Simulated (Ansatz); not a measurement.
**BaZnPF (P4/nmm): bands and screening cutoff converge together**

Wanted: the G0W0 gap of BaZnPF (P4/nmm) over a grid of bands and cutoffs.

Program: Ansatz 0.2.0. Level of theory: G0W0 on PBE, plane waves, PAW; PAW set soft_1. Results are calculated unless marked as measured.

## 1. The structure

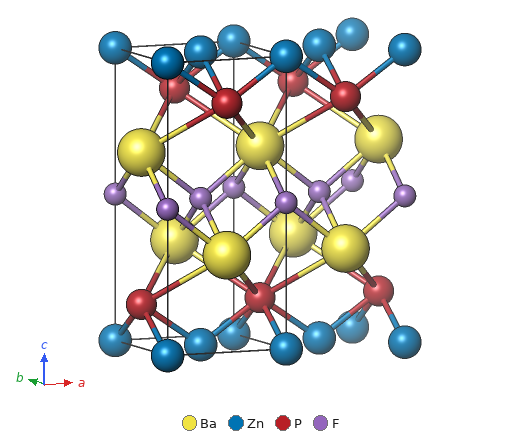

The starting structure, seen slightly off an axis (barium yellow, zinc blue, phosphorus red, fluorine purple). 2×1×1 cells are drawn. Some periodic images of atoms are drawn too.

Structure file:

```cif
data_structure
_symmetry_space_group_name_H-M 'P4/nmm:1'
_symmetry_Int_Tables_number 129
_cell_length_a 4.1563
_cell_length_b 4.1563
_cell_length_c 9.4574
_cell_angle_alpha 90.000
_cell_angle_beta 90.000
_cell_angle_gamma 90.000
_cell_volume 163.38
loop_
_atom_site_label
_atom_site_type_symbol
_atom_site_symmetry_multiplicity
_atom_site_Wyckoff_symbol
_atom_site_fract_x
_atom_site_fract_y
_atom_site_fract_z
_atom_site_occupancy
Ba1 Ba 2 c 0.50000 0.00000 0.33177 1
Zn1 Zn 2 a 0.50000 0.50000 0.00000 1
P1 P 2 c 0.00000 0.50000 0.14910 1
F1 F 2 b 0.50000 0.50000 0.50000 1
```

The cell and positions come from the Crystallography Open Database and are kept as given unless a step says otherwise. Spin-orbit coupling is left out unless a step names it.

## 2. 131 empty bands, screening to 50 eV

Now the one-shot GW correction: screening in the RPA, then the self-energy of the levels asked for. This step takes PAW set soft_1 files.

Input file input.yaml:

```yaml
crystal:
  lattice:
    - [4.15634, 0.0, 0.0]
    - [0.0, 4.15634, 0.0]
    - [0.0, 0.0, 9.45743]
  atoms:
    - { symbol: Ba, position: [0.5, 0.0, 0.33177] }
    - { symbol: Ba, position: [0.0, 0.5, 0.66823] }
    - { symbol: Zn, position: [0.5, 0.5, 0.0] }
    - { symbol: Zn, position: [0.0, 0.0, 0.0] }
    - { symbol: P, position: [0.0, 0.5, 0.1491] }
    - { symbol: P, position: [0.5, 0.0, 0.8509] }
    - { symbol: F, position: [0.5, 0.5, 0.5] }
    - { symbol: F, position: [0.0, 0.0, 0.5] }
kpoints:
  mp_grid: { grid: [4, 4, 2] }
hamiltonian:
  xc: pbe
  pseudopotentials: { kind: paw, azcp: { folder: soft_1 } }
scf:
  occupations: { method: fixed }
gw:
  n_empty_bands: 131
  ecut_chi: 50
  qp_bands: [v2, c2]
  qp_kpoints: band_edges
  screening: { model: contour_deformation }
```

Run with:

```console
> ansatz run input.yaml --threads 2 --pin off --max-ram 92160MiB --backend cuda --events-out ev --progress --plain --runs-dir out --devices 1 --max-vram 13GiB
```

Numbers of over 12 decimals in the logs are rounded to 6 here.

Log:

```text
GPUs: using 1 of 1 available (devices: 1).
Engine: ansatz 0.2.0, x86_64-unknown-linux-gnu
Pseudopotentials: kind: paw
Pseudopotential: Ba, paw, valence charge 10, recommended cutoff 420 eV (normal), soft_1/Ba.paw.azcp
Pseudopotential: Zn, paw, valence charge 12, recommended cutoff 420 eV (normal), soft_1/Zn.paw.azcp
Pseudopotential: P, paw, valence charge 5, recommended cutoff 420 eV (normal), soft_1/P.paw.azcp
Pseudopotential: F, paw, valence charge 7, recommended cutoff 420 eV (normal), soft_1/F.paw.azcp
Functional definition: PBE
  parameter kappa = 0.804
  parameter beta = 0.066725
  exchange = pbe_x(kappa = kappa, mu = beta*pi^2/3)
  correlation = pbe_c(beta = beta)
device memory: the entry about to start is reckoned to put 1.4 GiB on a device that reports 44.0 GiB free (of which the cap on the GPU budget leaves the run 13.0 GiB)
GPU FFT provider: cuFFT
GPU libraries: cuBLAS 13.8.2, cuFFT 12.4.0, cuSOLVER 12.3.4
Crystal: 8 atoms, lattice volume = 163.379 Å³
Basis set: ecut = 420 eV, 3159 PW (Γ)
Bands: 42, of which v1, the nominal top of the filled ones, is band 34 counted from 1 (33 counted from 0)
Symmetry: 16 space group operations
Space group: P4/nmm (ITA 129), of the structure as read, at distance tolerance 5.5e-5 Å
k-points: 12 of 32
Non-local potential: Ba, projectors of the file, l = 0: 3, l = 1: 2, l = 2: 2, l = 3: 2
Non-local potential: Zn, projectors of the file, l = 0: 2, l = 1: 2, l = 2: 3, l = 3: 1
Non-local potential: P, projectors of the file, l = 0: 2, l = 1: 2, l = 2: 1
Non-local potential: F, projectors of the file, l = 0: 2, l = 1: 2, l = 2: 1
PAW form: soft (Blöchl's): semilocal exchange-correlation on the pseudo side does not see the compensation charge
PAW one-centre angular grid: Ba, 194 points (default); XC on 64 Gauss nodes
PAW one-centre angular grid: Zn, 590 points (default); XC on 64 Gauss nodes
PAW one-centre angular grid: P, 110 points (default); XC on 64 Gauss nodes
PAW one-centre angular grid: F, 110 points (default); XC on 64 Gauss nodes
Initial density: superposition of atomic densities (chi_scale 0.1, normalization cell, long waves 94 % of neutral atoms (reshape's long-wave potential 1.94 eV rms, cloud 3.22 Å wide))
Initial wavefunctions: pseudopotential atomic-orbital guess
GPU buffer pool allocated for 57600 grid points (all kernels)
GPU transforms: local potential and band sums: pruned to the plane-wave sphere, on 27×27×64
Functional: x = pbe(κ = 0.804, μ = 0.219515), c = pbe(β = 0.066725)
SCF iter   1: F=—  HF=-21730.007393 eV  |F-HF|=—  |Δ(HF+E_count)|=         —  Δρ=4.95e-1  dr2=1.13e3  ethr=3.10e-3  ⟨swp⟩=5.9  Hψ=2268  notcnv=0  defer=62
preconditioner: auto → Resta (q_TF=auto, 2.357 Å⁻¹)  ε∞=5.1  [insulator: Δε(μ)=0.047 eV  Ē_g=11.546 eV  n_scr=38 (ndim 8)  ℏωp=23.2 eV  f_vac=0.000  ε∞_Penn≈5.1]
SCF iter   2: F=—  HF=-21748.906903 eV  |F-HF|=—  |Δ(HF+E_count)|=    1.89e1  Δρ=4.05e-1  dr2=5.51e2  ethr=3.10e-3  ⟨swp⟩=8.7  Hψ=3853  notcnv=0  defer=59
SCF iter   3: F=—  HF=-21687.203526 eV  |F-HF|=—  |Δ(HF+E_count)|=    6.17e1  Δρ=1.74e-1  dr2=3.79e1  ethr=3.10e-3  ⟨swp⟩=6.3  Hψ=2124  notcnv=0  defer=61
SCF iter   4: F=—  HF=-21679.424907 eV  |F-HF|=—  |Δ(HF+E_count)|=    7.78e0  Δρ=9.70e-2  dr2=1.57e1  ethr=3.10e-3  ⟨swp⟩=3.5  Hψ=1126  notcnv=0  defer=65
SCF iter   5: F=—  HF=-21675.524377 eV  |F-HF|=—  |Δ(HF+E_count)|=    3.90e0  Δρ=1.84e-2  dr2=1.43e0  ethr=3.10e-3  ⟨swp⟩=4.0  Hψ=1270  notcnv=0  defer=61
SCF iter   6: F=—  HF=-21675.466736 eV  |F-HF|=—  |Δ(HF+E_count)|=   5.76e-2  Δρ=1.87e-2  dr2=1.31e0  ethr=2.10e-3  ⟨swp⟩=2.7  Hψ=855  notcnv=0  defer=65
SCF iter   7: F=—  HF=-21675.229168 eV  |F-HF|=—  |Δ(HF+E_count)|=   2.38e-1  Δρ=7.75e-3  dr2=2.61e-1  ethr=1.92e-3  ⟨swp⟩=3.0  Hψ=702  notcnv=0  defer=70
SCF iter   8: F=—  HF=-21675.181220 eV  |F-HF|=—  |Δ(HF+E_count)|=   4.79e-2  Δρ=3.53e-3  dr2=6.60e-2  ethr=3.84e-4  ⟨swp⟩=2.8  Hψ=743  notcnv=0  defer=72
[...]
device memory: the entry about to start is reckoned to put 2.8 GiB on a device that reports 44.2 GiB free (of which the cap on the GPU budget leaves the run 13.0 GiB)
NSCF: frozen V_eff on 12 k-points
G₀W₀ screening: q 1/12
[... further progress lines ...]
SCF converged after 14 iterations
Free energy (F): -21675.163090 eV
Harris-Foulkes:  -21675.163090 eV  (|F-HF|=8.66e-8)
Internal energy: -21675.163090 eV  (E = F + TS)
E sigma→0 (E₀):  -21675.163090 eV
Fermi energy:    8.492344 eV
--- Per-component energies (eV) ---
  E_band       = -39.176458
  E_kinetic    = 1147.524045
  E_local      = -6444.984110  (includes V_loc(G=0)·N_el)
  E_nonlocal   = 2063.862890
  E_hartree    = 2479.308278
  E_xc         = -855.529437
  E_vxc        = -681.095643  (∫ρ·V_xc dr)
  E_paw        = -15711.288806  (= ΣΔE_a)
  E_vpaw       = -1083.114505  (= ΣTr[D̂ρ^β])
  E_aug_tail   = 0.000847  (compensation charges beyond the density's cutoff)
  E_ewald      = -4354.056797
  E_smearing   = -0.000000  (= −TS)
  E_closure    = 0.000000  (closes the sum)
  Σ components = -21675.163090   (vs F -21675.163090, Δ=0.00e0)
--- Band table (eV; the first three rows and the last of 12) ---
  k-point 0: bands = [... 30 lower, 6.3017, 7.9497, 8.4923, 8.4923, 8.9169, 10.1166, 10.7925, 10.9150, ... 4 higher]
  k-point 1: bands = [... 30 lower, 6.3001, 7.6929, 8.4865, 8.4865, 9.0222, 10.2518, 10.3402, 11.4957, ... 4 higher]
  k-point 2: bands = [... 30 lower, 6.7118, 7.2571, 7.9723, 8.2658, 9.9655, 11.0607, 11.2548, 11.9465, ... 4 higher]
  k-point 11: bands = [... 30 lower, 6.0887, 6.0887, 6.1002, 6.1002, 11.1967, 11.1967, 11.7670, 11.7670, ... 4 higher]
--- G₀W₀: contour deformation, 7 samples at zero and on the imaginary axis and 2 off it, 32 q-points, 131 empty bands' worth ---
  eigenvalues of the whole cell's RPA ε∞ on this k-mesh (on a slab, of 1 + 4πα/V) = 4.5188, 10.0910, 10.0910; static W/v taken at q = 0 is 0.116159
  bands read: the sum over 165 bands ends inside a degenerate multiplet in 7 slots, whose members it reads at an even weight; the widest, k=1: bands 165 to 166 (counted from 1) at 1/2 each
  gw.qp_kpoints: band_edges: 8 of 12 stored k-points solved, in 1 pass; an edge of the gap read off the rows below is read off those points alone
    valence top: of the k-points left out ik 7 came nearest to being solved in a further pass, in band 34 (counted from 1, as in the quasiparticle table): it holds the edge there only if its correction is more favourable than any solved in that band by at least 0.807 eV; those differ by 0.067 eV
    conduction bottom: of the k-points left out ik 8 came nearest to being solved in a further pass, in band 36 (counted from 1, as in the quasiparticle table): it holds the edge there only if its correction is more favourable than any solved in that band by at least 1.937 eV; those differ by 0.352 eV
    ik  band        ε_KS         Σx   Σc(E_QP)       V_xc       Z   E_QP_lin       E_QP  E_QP is
     0    33      8.4923   -18.1331     1.8295   -16.0471  0.7600     8.2348     8.2358  root
     0    34      8.4923   -18.1331     1.8295   -16.0471  0.7600     8.2348     8.2358  root
     0    35      8.9169    -9.2376    -3.2096   -13.1019  0.7834     9.5773     9.5716  root
     0    36     10.1166    -8.7832    -3.3947   -12.5042  0.7874    10.4447    10.4430  root
     1    33      8.4865   -18.0946     1.8256   -16.0131  0.7599     8.2296     8.2305  root
     1    34      8.4865   -18.0946     1.8256   -16.0131  0.7599     8.2296     8.2305  root
     1    35      9.0222    -9.6648    -3.1910   -13.5411  0.7815     9.7138     9.7074  root
     1    36     10.2518    -8.3638    -3.5025   -12.2218  0.7863    10.6095    10.6073  root
     2    33      7.9723   -16.7989     1.9113   -14.5905  0.7562     7.6738     7.6752  root
     2    34      8.2658   -17.8492     1.8765   -15.7119  0.7586     8.0039     8.0050  root
     2    35      9.9655    -8.6408    -3.4200   -12.6309  0.7844    10.5411    10.5355  root
     2    36     11.0607    -8.1255    -3.6844   -12.4753  0.7768    11.7332    11.7261  root
     3    33      7.9942   -16.8671     1.8961   -14.6695  0.7564     7.6911     7.6926  root
     3    34      8.2448   -17.7213     1.8603   -15.5993  0.7585     7.9820     7.9831  root
[...]
10    36     11.0602    -9.1151    -3.4005   -12.9788  0.7854    11.5269    11.5233  root
    11    33      6.1002   -15.6355     2.4457   -12.8748  0.7333     5.7818     5.7853  root
    11    34      6.1002   -15.6355     2.4457   -12.8748  0.7333     5.7818     5.7853  root
    11    35     11.1967    -8.4219    -3.5586   -12.4214  0.7842    11.6410    11.6375  root
    11    36     11.1967    -8.4219    -3.5586   -12.4214  0.7842    11.6410    11.6375  root
```

Elapsed: 16 s, on 1 × NVIDIA H100 80GB HBM3 (shared by 6 runs) with 2 threads of AMD EPYC 7R13 (Zen 3), shared host; peak memory 1.2 GiB.

The column dr2 measures how far the density is from self-consistency, as an energy; F and HF (Harris–Foulkes) agree once it is small.

This step gave:

* bands summed: 165
* RPA ε∞ on this mesh (eigenvalues): 4.519, 10.09, 10.09
* plane waves in the screening matrix: 135
* q-points in the mesh: 32
* G0W0 gap on the mesh: 1.336 eV
* k of the valence top: 0, 0, 0
* k of the conduction bottom: 0, 0, 0
* starting gap on the mesh: 0.4246 eV
* Z at the valence top: 0.7600
* Z at the conduction bottom: 0.7834
* least direct G0W0 gap on the computed points: 1.336 eV

The gap on the mesh goes from 0.42 eV to 1.34 eV, a correction of +0.91 eV. Between the two edge states, bare exchange in place of the xc potential would open the gap by 5.95 eV, and correlation takes back 5.04 eV.

## 3. 681 empty bands, screening to 50 eV

input.yaml, as its differences from that of step 2:

```diff
@@ -22,3 +22,3 @@
 gw:
-  n_empty_bands: 131
+  n_empty_bands: 681
   ecut_chi: 50
```

Log:

```text
GPUs: using 1 of 1 available (devices: 1).
[...]
GPU FFT provider: cuFFT
GPU libraries: cuBLAS 13.8.2, cuFFT 12.4.0, cuSOLVER 12.3.4
Crystal: 8 atoms, lattice volume = 163.379 Å³
Basis set: ecut = 420 eV, 3159 PW (Γ)
Bands: 42, of which v1, the nominal top of the filled ones, is band 34 counted from 1 (33 counted from 0)
Symmetry: 16 space group operations
[...]
k-points: 12 of 32
[...]
1    36     10.2518    -8.3638    -3.7421   -12.2218  0.7863    10.3678    10.3676  root
[...]
11    33      6.1002   -15.6355     2.2672   -12.8748  0.7335     5.5988     5.6068  root
    11    34      6.1002   -15.6355     2.2672   -12.8748  0.7335     5.5988     5.6068  root
    11    35     11.1967    -8.4219    -3.8047   -12.4214  0.7839    11.3921    11.3914  root
    11    36     11.1967    -8.4219    -3.8047   -12.4214  0.7839    11.3921    11.3914  root
[key lines of the parts left out:]
SCF converged after 14 iterations
Free energy (F): -21675.163090 eV
Fermi energy:    8.492344 eV
```

It took 33 s on 1 × NVIDIA H100 80GB HBM3 (shared by 6 runs) with 2 threads; peak memory 1.9 GiB; 51 s of CPU time.

This step gave:

- bands summed: 715
- RPA ε∞ on this mesh (eigenvalues): 4.537, 10.15, 10.15
- plane waves in the screening matrix: 135
- G0W0 gap on the mesh: 1.236 eV
- k of the valence top: 0, 0, 0
- k of the conduction bottom: 0, 0, 0
- starting gap on the mesh: 0.4246 eV
- least direct G0W0 gap on the computed points: 1.236 eV

Against the run with 4×4×2 mesh, 131 empty bands, screening to 50 eV, PAW set soft_1 files, the gap moves by −0.10 eV.

## 4. 370 empty bands, screening to 100 eV

Another rung: the empty bands reach about as high as the screening cutoff, so the two stay in balance.

input.yaml, as its differences from that of step 3:

```diff
@@ -22,4 +22,4 @@
 gw:
-  n_empty_bands: 681
-  ecut_chi: 50
+  n_empty_bands: 370
+  ecut_chi: 100
   qp_bands: [v2, c2]
```

Log:

```text
GPUs: using 1 of 1 available (devices: 1).
[...]
GPU FFT provider: cuFFT
GPU libraries: cuBLAS 13.8.2, cuFFT 12.4.0, cuSOLVER 12.3.4
Crystal: 8 atoms, lattice volume = 163.379 Å³
Basis set: ecut = 420 eV, 3159 PW (Γ)
Bands: 42, of which v1, the nominal top of the filled ones, is band 34 counted from 1 (33 counted from 0)
Symmetry: 16 space group operations
[...]
k-points: 12 of 32
[...]
1    36     10.2518    -8.3638    -3.6819   -12.2218  0.7845    10.4284    10.4279  root
[...]
11    33      6.1002   -15.6355     2.1792   -12.8748  0.7297     5.5076     5.5188  root
    11    34      6.1002   -15.6355     2.1792   -12.8748  0.7297     5.5076     5.5188  root
    11    35     11.1967    -8.4219    -3.7696   -12.4214  0.7817    11.4274    11.4266  root
    11    36     11.1967    -8.4219    -3.7696   -12.4214  0.7817    11.4274    11.4266  root
[key lines of the parts left out:]
SCF converged after 14 iterations
Free energy (F): -21675.163090 eV
Fermi energy:    8.492344 eV
```

Wall time 36 s (1 × NVIDIA H100 80GB HBM3 (shared by 6 runs) with 2 threads); peak memory 1.7 GiB; 59 s of CPU time.

The G0W0 gap on the mesh is 1.299 eV.

## 5. 1927 empty bands, screening to 100 eV

input.yaml, as its differences from that of step 4:

```diff
@@ -22,3 +22,3 @@
 gw:
-  n_empty_bands: 370
+  n_empty_bands: 1927
   ecut_chi: 100
```

Log:

```text
GPUs: using 1 of 1 available (devices: 1).
[...]
GPU FFT provider: cuFFT
GPU libraries: cuBLAS 13.8.2, cuFFT 12.4.0, cuSOLVER 12.3.4
Crystal: 8 atoms, lattice volume = 163.379 Å³
Basis set: ecut = 420 eV, 3159 PW (Γ)
Bands: 42, of which v1, the nominal top of the filled ones, is band 34 counted from 1 (33 counted from 0)
Symmetry: 16 space group operations
[...]
k-points: 12 of 32
[...]
1    36     10.2518    -8.3638    -3.7644   -12.2218  0.7844    10.3455    10.3454  root
[...]
11    33      6.1002   -15.6355     2.1049   -12.8748  0.7298     5.4305     5.4446  root
    11    34      6.1002   -15.6355     2.1049   -12.8748  0.7298     5.4305     5.4446  root
    11    35     11.1967    -8.4219    -3.8547   -12.4214  0.7817    11.3418    11.3415  root
    11    36     11.1967    -8.4219    -3.8547   -12.4214  0.7817    11.3418    11.3415  root
[key lines of the parts left out:]
SCF converged after 14 iterations
Free energy (F): -21675.163090 eV
Fermi energy:    8.492344 eV
```

Run time: 2.9 min. Hardware: 1 × NVIDIA H100 80GB HBM3 (shared by 6 runs) with 2 threads; peak memory 4.7 GiB; 5 min of CPU time.

The G0W0 gap on the mesh is 1.273 eV.

## 6. 131 empty bands, screening to 150 eV

input.yaml, as its differences from that of step 5:

```diff
@@ -22,4 +22,4 @@
 gw:
-  n_empty_bands: 1927
-  ecut_chi: 100
+  n_empty_bands: 131
+  ecut_chi: 150
   qp_bands: [v2, c2]
```

Log:

```text
GPUs: using 1 of 1 available (devices: 1).
[...]
GPU FFT provider: cuFFT
GPU libraries: cuBLAS 13.8.2, cuFFT 12.4.0, cuSOLVER 12.3.4
Crystal: 8 atoms, lattice volume = 163.379 Å³
Basis set: ecut = 420 eV, 3159 PW (Γ)
Bands: 42, of which v1, the nominal top of the filled ones, is band 34 counted from 1 (33 counted from 0)
Symmetry: 16 space group operations
[...]
k-points: 12 of 32
[...]
1    36     10.2518    -8.3638    -3.4084   -12.2218  0.7842    10.7049    10.7014  root
[...]
11    33      6.1002   -15.6355     2.4368   -12.8748  0.7299     5.7728     5.7765  root
    11    34      6.1002   -15.6355     2.4368   -12.8748  0.7299     5.7728     5.7765  root
    11    35     11.1967    -8.4219    -3.4893   -12.4214  0.7818    11.7116    11.7069  root
    11    36     11.1967    -8.4219    -3.4893   -12.4214  0.7818    11.7116    11.7069  root
[key lines of the parts left out:]
SCF converged after 14 iterations
Free energy (F): -21675.163090 eV
Fermi energy:    8.492344 eV
```

The job ended after 13 s (1 × NVIDIA H100 80GB HBM3 (shared by 6 runs) with 2 threads; peak memory 2.2 GiB; 18 s of CPU time).

The G0W0 gap on the mesh is 1.362 eV.

## 7. 681 empty bands, screening to 150 eV

input.yaml, as its differences from that of step 6:

```diff
@@ -22,3 +22,3 @@
 gw:
-  n_empty_bands: 131
+  n_empty_bands: 681
   ecut_chi: 150
```

Log:

```text
GPUs: using 1 of 1 available (devices: 1).
[...]
GPU FFT provider: cuFFT
GPU libraries: cuBLAS 13.8.2, cuFFT 12.4.0, cuSOLVER 12.3.4
Crystal: 8 atoms, lattice volume = 163.379 Å³
Basis set: ecut = 420 eV, 3159 PW (Γ)
Bands: 42, of which v1, the nominal top of the filled ones, is band 34 counted from 1 (33 counted from 0)
Symmetry: 16 space group operations
[...]
k-points: 12 of 32
[...]
1    36     10.2518    -8.3638    -3.7402   -12.2218  0.7839    10.3698    10.3696  root
[...]
11    33      6.1002   -15.6355     2.0829   -12.8748  0.7292     5.4073     5.4226  root
    11    34      6.1002   -15.6355     2.0829   -12.8748  0.7292     5.4073     5.4226  root
    11    35     11.1967    -8.4219    -3.8399   -12.4214  0.7811    11.3567    11.3562  root
    11    36     11.1967    -8.4219    -3.8399   -12.4214  0.7811    11.3567    11.3562  root
[key lines of the parts left out:]
SCF converged after 14 iterations
Free energy (F): -21675.163090 eV
Fermi energy:    8.492344 eV
```

Run time: 45 s. Hardware: 1 × NVIDIA H100 80GB HBM3 (shared by 6 runs) with 2 threads; peak memory 2.7 GiB; 75 s of CPU time.

The G0W0 gap on the mesh is 1.314 eV.

## 8. 1210 empty bands, screening to 220 eV

input.yaml, as its differences from that of step 7:

```diff
@@ -22,4 +22,4 @@
 gw:
-  n_empty_bands: 681
-  ecut_chi: 150
+  n_empty_bands: 1210
+  ecut_chi: 220
   qp_bands: [v2, c2]
```

Log:

```text
GPUs: using 1 of 1 available (devices: 1).
[...]
GPU FFT provider: cuFFT
GPU libraries: cuBLAS 13.8.2, cuFFT 12.4.0, cuSOLVER 12.3.4
Crystal: 8 atoms, lattice volume = 163.379 Å³
Basis set: ecut = 420 eV, 3159 PW (Γ)
Bands: 42, of which v1, the nominal top of the filled ones, is band 34 counted from 1 (33 counted from 0)
Symmetry: 16 space group operations
[...]
k-points: 12 of 32
[...]
1    36     10.2518    -8.3638    -3.7746   -12.2218  0.7837    10.3353    10.3352  root
[...]
11    33      6.1002   -15.6355     2.0316   -12.8748  0.7290     5.3538     5.3713  root
    11    34      6.1002   -15.6355     2.0316   -12.8748  0.7290     5.3538     5.3713  root
    11    35     11.1967    -8.4219    -3.8812   -12.4214  0.7808    11.3152    11.3150  root
    11    36     11.1967    -8.4219    -3.8812   -12.4214  0.7808    11.3152    11.3150  root
[key lines of the parts left out:]
SCF converged after 14 iterations
Free energy (F): -21675.163090 eV
Fermi energy:    8.492344 eV
```

Wall time 86 s (1 × NVIDIA H100 80GB HBM3 (shared by 6 runs) with 2 threads); peak memory 5.3 GiB; 2.6 min of CPU time.

The G0W0 gap on the mesh is 1.320 eV.

(Part 1 of 2 ends here.)

[Paths, hosts, dates, memory and timing lines, banners, echoed tables and standing remarks are left out of the program output.]

[Logs are printed without paths, hosts, clocks, repeated set-up lines and the standing remarks that a program may print on its own settings, such as how far it seeks lower states.]

[Runs of the session that timed out or met a known fault of the program may be left out.]

[Cells called generated may have been cut or substituted from an entry of the Crystallography Open Database or the Materials Project.]

[Hosts, paths, dates, database ids (printed as entryN), source tags and the programs' standing remarks are cut or masked in the printed files.]
